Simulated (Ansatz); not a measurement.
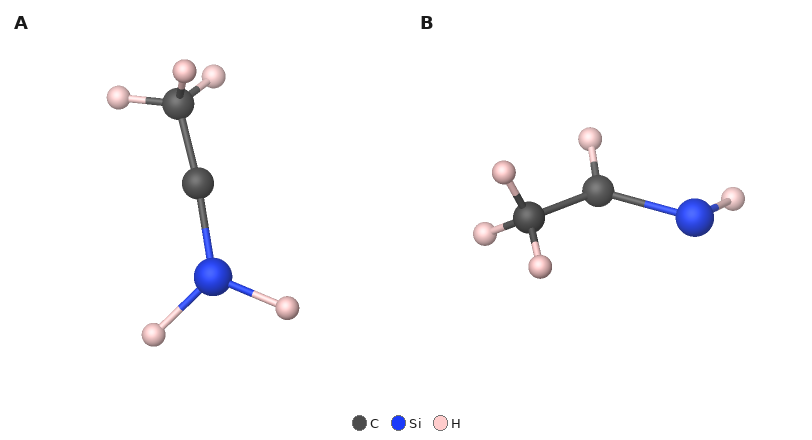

2 stationary structures of one formula. State: neutral, doublet. Geometries: PBE0-D4/def2-TZVP. Electronic energies: PBE0-D4/def2-TZVP (Ansatz 0.2.0), without zero-point energy. No frequency run is at hand to confirm each as a minimum. Each is one conformer, not always the lowest.

> Rank them by energy, lowest first.

B is lowest; A lies 0.606 eV above it (Cs).
